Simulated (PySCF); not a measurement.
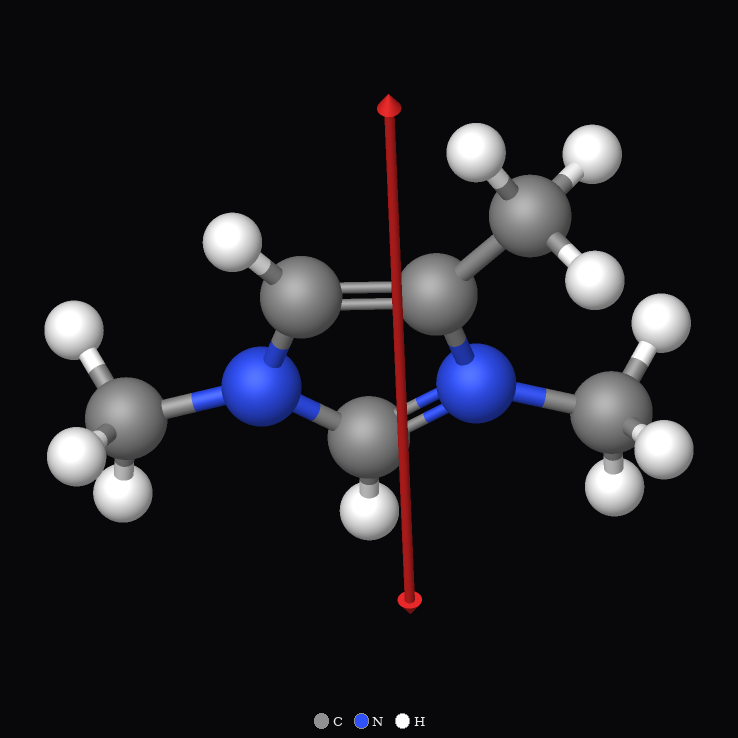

The double arrow shows the direction of the transition dipole to excited singlet state 1 (its length means nothing). Charge +1, singlet. The computed structure is the end point of a GFN2-xTB optimisation. No frequency run is at hand to confirm it as a minimum. Level of theory: TDDFT PBE0/def2-SVPD, vertical, gas phase, core orbitals frozen in the response (PySCF 2.14.0).

Question. Where does the transition lie, and how strong is it?

Answer. 6.09 eV (204 nm), oscillator strength 0.12, mainly HOMO → LUMO (weight 0.95); transition dipole 2.32 D.
